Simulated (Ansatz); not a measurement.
**AlClFH: molecular dynamics**

Aim: follow the molecule's vibrations and see whether its bonds hold. The start is relaxed first. Runs: 300 steps of 0.25 fs at constant energy, with velocities drawn for 500 K.

Method: RKS B3LYP-D4/def2-TZVP, in Ansatz 0.2.0.

### Step 1. The system as given

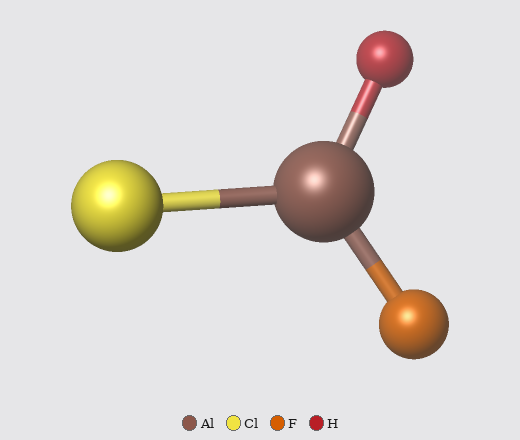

Start, viewed from a chosen angle; aluminium brown, chlorine yellow, fluorine orange, hydrogen red.

Coordinates:

```xyz
4

Al    0.0000    0.0000    0.0000
Cl    0.0000    0.0000    2.2300
F     1.4635    0.0000   -0.8450
H    -1.3510    0.0000   -0.7800
```

### Step 2. Relaxing the start

The input, input.yaml:

```yaml
crystal:
  periodic: [false, false, false]
  atoms:
    - { symbol: Al, position_ang: [0.0, 0.0, 0.0] }
    - { symbol: Cl, position_ang: [0.0, 0.0, 2.23] }
    - { symbol: F, position_ang: [1.4635, 0.0, -0.845] }
    - { symbol: H, position_ang: [-1.351, 0.0, -0.78] }
basis:
  gaussian: { orbitals: def2-TZVP }
hamiltonian:
  xc: b3lyp
  dispersion: d4
relax:
  f_tol: 0.02
  max_steps: 40
```

Command:

```sh
> ansatz run input.yaml --threads 2 --pin off --max-ram 3072MiB --backend cpu --events-out ev --progress --plain --runs-dir out
```

Output, shortened:

```text
Warning: RAYON_NUM_THREADS=2 ignored (pool sized by the plan → 2); use --threads N
[...]
Functional definition: B3LYP
[...]
722 factors; their error is unknown
[...]
mean field -21859.33288055 eV, -803.3156665723 hartree, gradient 7.7e-5 eV, S^2 0.000000; 0 other end points of the search recorded, 0 dependent functions left out
[...]
reference -21859.33310642 eV, -803.3156748729 hartree; 20, 20 occupied and 91, 91 virtual orbitals, 722 factors
relax step   1: F+E_penalty+E_count = -21859.43248361 eV  Δ(F+E_penalty+E_count) = +0.000e0 eV  max|allowed force component| = 1.785e0 eV/Å  Δτ_max = 0.0000 Å  (26 SCF iters, accepted)
[...]
relax step   4: F+E_penalty+E_count = -21859.60671419 eV  Δ(F+E_penalty+E_count) = -1.753e-3 eV  max|allowed force component| = 2.793e-2 eV/Å  Δτ_max = 0.0098 Å  (29 SCF iters, accepted)
[...]
relax step   5: F+E_penalty+E_count = -21859.60672713 eV  Δ(F+E_penalty+E_count) = -1.294e-5 eV  max|allowed force component| = 1.734e-3 eV/Å  Δτ_max = 0.0006 Å  (20 SCF iters, accepted)
722 factors; their error is unknown
mean field -21859.50392875 eV, -803.3219524778 hartree, gradient 4.7e-5 eV, S^2 0.000000; 1 other end points of the search recorded, 0 dependent functions left out
[...]
reference -21859.50415203 eV, -803.3219606829 hartree; 20, 20 occupied and 91, 91 virtual orbitals, 722 factors
Total energy: -21859.60695040 eV, -803.3257384534 hartree
Atom 0 at    -0.010661    -0.000000     0.030590 Å, force     0.001734     0.000000     0.000091 eV/Å
Atom 1 at     0.036714     0.000000     2.117484 Å, force    -0.000572     0.000000    -0.000124 eV/Å
Atom 2 at     1.428165     0.000000    -0.768268 Å, force     0.000108    -0.000000    -0.000074 eV/Å
Atom 3 at    -1.341718     0.000000    -0.774806 Å, force    -0.001269    -0.000000     0.000108 eV/Å
Dipole moment:    -0.246367    -0.000000    -0.081860 e Å
```

Wall time 8.4 s (2 threads of Arm Neoverse V1, shared host); peak memory 0.17 GiB.

Step by step:

```
step  energy from step 1 (eV)  largest force component (eV/Å)
   1                   0.0000                          1.7853
   2                  -0.1545                          0.6633
   3                  -0.1725                          0.2512
   4                  -0.1742                          0.0279
   5                  -0.1742                          0.0017
```

Step 1 is the start.

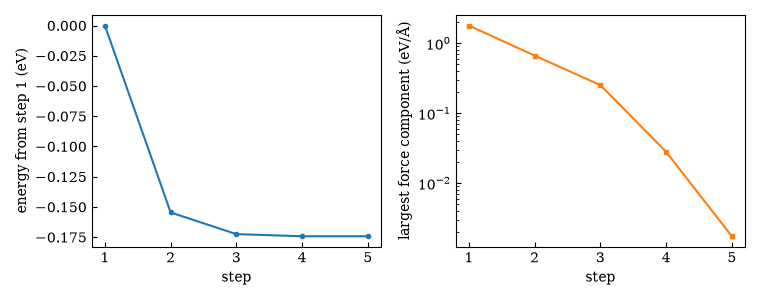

How energy and force went from step to step.

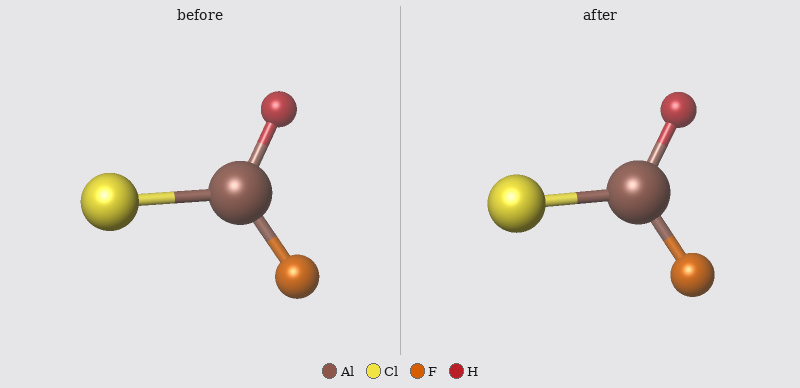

The structure before (left) and after (right), drawn at the same scale.

After: Bond lengths: Al1–Cl2 2.087 Å, Al1–F3 1.646 Å, Al1–H4 1.556 Å. Angles: Cl2–Al1–F3 117.7°, Cl2–Al1–H4 122.5°, F3–Al1–H4 119.8°.

### Step 3. The run

300 steps of 0.25 fs at constant energy, with velocities drawn for 500 K, from the relaxed start.

The input, input.yaml:

```yaml
crystal:
  periodic: [false, false, false]
  atoms:
    - { symbol: Al, position_ang: [-0.010661, 0.0, 0.03059] }
    - { symbol: Cl, position_ang: [0.036714, 0.0, 2.117484] }
    - { symbol: F, position_ang: [1.428165, 0.0, -0.768268] }
    - { symbol: H, position_ang: [-1.341718, 0.0, -0.774806] }
basis:
  gaussian: { orbitals: def2-TZVP }
hamiltonian:
  xc: b3lyp
  dispersion: d4
md:
  timestep: 0.25
  n_steps: 300
  ensemble: nve
  temperature: 500.0
  initial_velocities: maxwell_boltzmann
  seed: 838583
```

Command:

```sh
> ansatz run input.yaml --threads 2 --pin off --max-ram 3072MiB --backend cpu --events-out ev --progress --plain --runs-dir out
```

Output, shortened:

```text
Warning: RAYON_NUM_THREADS=2 ignored (pool sized by the plan → 2); use --threads N
[...]
[... 1 set-up line as earlier in the session ...]
[...]
722 factors; their error is unknown
[...]
mean field -21859.50392926 eV, -803.3219524962 hartree, gradient 5.5e-5 eV, S^2 0.000000; 0 other end points of the search recorded, 0 dependent functions left out
[...]
reference -21859.50415251 eV, -803.3219607008 hartree; 20, 20 occupied and 91, 91 virtual orbitals, 722 factors
md step     0: t =     0.00 fs  T =   500.0 K  F+E_penalty+E_count = -21859.60672762 eV  E_kin = 0.129260 eV  conserved = -21859.47746762 eV  (26 SCF iters)
[...]
md step    20: t =     5.00 fs  T =   383.0 K  F+E_penalty+E_count = -21859.57648009 eV  E_kin = 0.099019 eV  conserved = -21859.47746061 eV  (22 SCF iters)
[...]
md step    40: t =    10.00 fs  T =   171.5 K  F+E_penalty+E_count = -21859.52179992 eV  E_kin = 0.044348 eV  conserved = -21859.47745163 eV  (19 SCF iters)
[...]
md step    60: t =    15.00 fs  T =    79.0 K  F+E_penalty+E_count = -21859.49787031 eV  E_kin = 0.020422 eV  conserved = -21859.47744825 eV  (19 SCF iters)
[...]
md step    80: t =    20.00 fs  T =   173.0 K  F+E_penalty+E_count = -21859.52216772 eV  E_kin = 0.044713 eV  conserved = -21859.47745493 eV  (20 SCF iters)
md step    81: t =    20.25 fs  T =   180.4 K  F+E_penalty+E_count = -21859.52409120 eV  E_kin = 0.046636 eV  conserved = -21859.47745528 eV  (20 SCF iters)
```

### Step 4. More of the same log: dynamics from the start

The log, continued, shortened:

```text
md step    82: t =    20.50 fs  T =   187.9 K  F+E_penalty+E_count = -21859.52603971 eV  E_kin = 0.048584 eV  conserved = -21859.47745563 eV  (20 SCF iters)
[...]
md step   107: t =    26.75 fs  T =   347.2 K  F+E_penalty+E_count = -21859.56722269 eV  E_kin = 0.089759 eV  conserved = -21859.47746370 eV  (22 SCF iters)
[...]
md step   132: t =    33.00 fs  T =   295.8 K  F+E_penalty+E_count = -21859.55392182 eV  E_kin = 0.076462 eV  conserved = -21859.47746005 eV  (20 SCF iters)
[...]
md step   157: t =    39.25 fs  T =   142.7 K  F+E_penalty+E_count = -21859.51435006 eV  E_kin = 0.036898 eV  conserved = -21859.47745247 eV  (19 SCF iters)
[...]
md step   182: t =    45.50 fs  T =   153.0 K  F+E_penalty+E_count = -21859.51699895 eV  E_kin = 0.039545 eV  conserved = -21859.47745393 eV  (22 SCF iters)
md step   183: t =    45.75 fs  T =   157.5 K  F+E_penalty+E_count = -21859.51816149 eV  E_kin = 0.040707 eV  conserved = -21859.47745422 eV  (22 SCF iters)
```

### Step 5. More of the same log: dynamics from the start

Output, continued, shortened:

```text
md step   184: t =    46.00 fs  T =   162.2 K  F+E_penalty+E_count = -21859.51937779 eV  E_kin = 0.041923 eV  conserved = -21859.47745454 eV  (22 SCF iters)
[...]
md step   205: t =    51.25 fs  T =   270.0 K  F+E_penalty+E_count = -21859.54726864 eV  E_kin = 0.069807 eV  conserved = -21859.47746189 eV  (23 SCF iters)
[...]
md step   226: t =    56.50 fs  T =   290.6 K  F+E_penalty+E_count = -21859.55258997 eV  E_kin = 0.075129 eV  conserved = -21859.47746088 eV  (23 SCF iters)
[...]
md step   247: t =    61.75 fs  T =   234.6 K  F+E_penalty+E_count = -21859.53809762 eV  E_kin = 0.060643 eV  conserved = -21859.47745482 eV  (19 SCF iters)
[...]
md step   299: t =    74.75 fs  T =   348.4 K  F+E_penalty+E_count = -21859.56753508 eV  E_kin = 0.090073 eV  conserved = -21859.47746241 eV  (22 SCF iters)
[...]
md step   300: t =    75.00 fs  T =   349.8 K  F+E_penalty+E_count = -21859.56789633 eV  E_kin = 0.090434 eV  conserved = -21859.47746265 eV  (25 SCF iters)
Total energy: -21859.56812069 eV, -803.3243114880 hartree
Atom 0 at    -0.028161    -0.004108    -0.009214 Å, force     0.120502     0.088351     0.898373 eV/Å
Atom 1 at     0.043414    -0.000422     2.142440 Å, force    -0.075991    -0.023922    -0.915654 eV/Å
Atom 2 at     1.442855     0.004658    -0.757556 Å, force    -0.225186    -0.028490    -0.016568 eV/Å
Atom 3 at    -1.385791     0.036980    -0.788933 Å, force     0.180675    -0.035939     0.033849 eV/Å
Dipole moment:    -0.271282    -0.017650    -0.181576 e Å
```

Wall time 6.2 min (2 threads of Arm Neoverse V1, shared host); peak memory 0.2 GiB.

### Step 6. What the atoms did

One step in 22; energies are changes from step 0:

```
time (fs)  T (K)  potential energy change (meV/atom)  total energy change (meV/atom)
      0.0    500                                 0.0                            0.00
      5.5    362                                 8.9                            0.00
     11.0    138                                23.4                            0.00
     16.5     91                                26.4                            0.00
     22.0    234                                17.2                            0.00
     27.5    354                                 9.4                            0.00
     33.0    296                                13.2                            0.00
     38.5    156                                22.2                            0.00
     44.0    131                                23.8                            0.00
     49.5    238                                16.9                            0.00
     55.0    296                                13.2                            0.00
     60.5    248                                16.3                            0.00
     66.0    229                                17.5                            0.00
     71.5    310                                12.3                            0.00
     75.0    350                                 9.7                            0.00
```

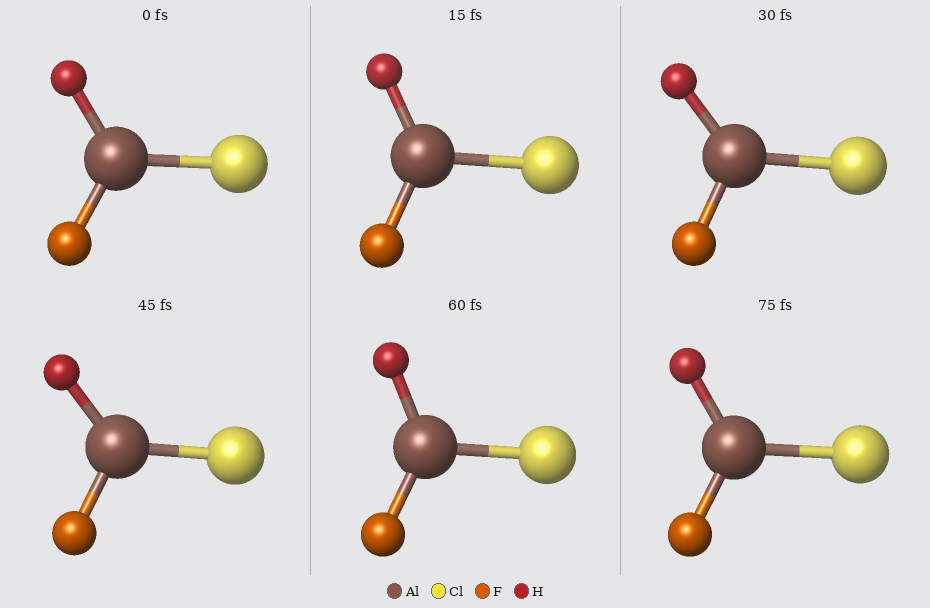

The system at six times, viewed from a chosen angle. Sticks join atoms within a bonding distance in each frame.

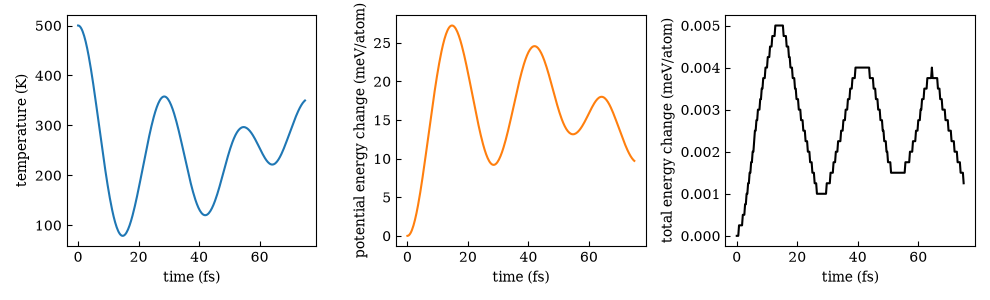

Time series of the run, each on its own scale.

### Step 7. Frames from the trajectory

Extended XYZ, with forces in eV/Å:

```xyz
4
time_fs=9.5 T=190 dE=0.0801
Al   -0.042   -0.006   -0.016    0.545    0.145    1.074
Cl    0.049    0.001    2.135   -0.040   -0.043   -0.851
F     1.456    0.003   -0.742   -0.684   -0.046    0.020
H    -1.462    0.066   -0.654    0.179   -0.056   -0.242
4
time_fs=18.8 T=138 dE=0.0936
Al   -0.057   -0.009   -0.030    0.601    0.192    1.283
Cl    0.060    0.002    2.134   -0.147   -0.056   -1.018
F     1.456    0.004   -0.716   -0.606   -0.061   -0.089
H    -1.452    0.088   -0.716    0.152   -0.075   -0.176
4
time_fs=28.0 T=357 dE=0.0370
Al   -0.055   -0.005   -0.008    0.118    0.115    0.629
Cl    0.068    0.001    2.110   -0.254   -0.031   -0.481
F     1.433    0.003   -0.694    0.157   -0.038   -0.273
H    -1.328    0.053   -0.904   -0.022   -0.046    0.126
4
time_fs=37.5 T=178 dE=0.0833
Al   -0.049    0.002    0.033   -0.126   -0.043   -0.745
Cl    0.069   -0.001    2.076   -0.252    0.010    0.747
F     1.415    0.000   -0.683    0.600    0.016   -0.306
H    -1.220   -0.021   -0.997   -0.222    0.017    0.305
4
time_fs=47.0 T=183 dE=0.0820
Al   -0.045    0.007    0.052    0.070   -0.166   -1.423
Cl    0.065   -0.002    2.059   -0.131    0.041    1.542
F     1.421   -0.002   -0.686    0.210    0.060   -0.221
H    -1.294   -0.082   -0.866   -0.149    0.064    0.102
4
time_fs=56.2 T=292 dE=0.0537
Al   -0.040    0.008    0.031   -0.065   -0.188   -0.405
Cl    0.058   -0.002    2.076   -0.002    0.052    0.836
F     1.436   -0.002   -0.699   -0.170    0.057   -0.253
H    -1.449   -0.089   -0.646    0.237    0.079   -0.178
4
time_fs=65.5 T=226 dE=0.0709
Al   -0.036    0.003   -0.001    0.172   -0.071    0.922
Cl    0.051   -0.002    2.112    0.023    0.023   -0.279
F     1.445    0.001   -0.723   -0.271    0.022   -0.240
H    -1.474   -0.037   -0.578    0.076    0.026   -0.404
4
time_fs=75.0 T=350 dE=0.0388
Al   -0.028   -0.004   -0.009    0.120    0.088    0.898
Cl    0.043    0.000    2.142   -0.076   -0.024   -0.916
F     1.443    0.005   -0.758   -0.225   -0.029   -0.017
H    -1.386    0.037   -0.789    0.181   -0.036    0.034
```

### Step 8. Outcome

| quantity | value |
| --- | --- |
| relaxation of the start | 4 moves, 0.174 eV lower |
| length | 300 steps of 0.25 fs |
| temperature, first and last step | 500 and 350 K |
| temperature, second half | mean 235 K, from 120 to 350 K |
| potential energy, second half | +17 meV/atom from the start |
| largest change of the total energy | 0.00 meV/atom |
| bonds formed or broken | 0 |

In words: The temperature starts at 500 K and averages 235 K in the second half, where it ranges from 120 to 350 K; a mean near half the start is what vibrations about a minimum give, since they share energy equally between motion and strain. The total energy strays from its start by at most 0.00 meV/atom, under 0.1 % of the mean kinetic energy, so a step of 0.25 fs is short enough over this time. No bond forms or breaks. A run of 75 fs with 4 atoms shows the motion but fixes no equilibrium value. The nuclei move classically, without zero-point motion, which matters most for hydrogen.
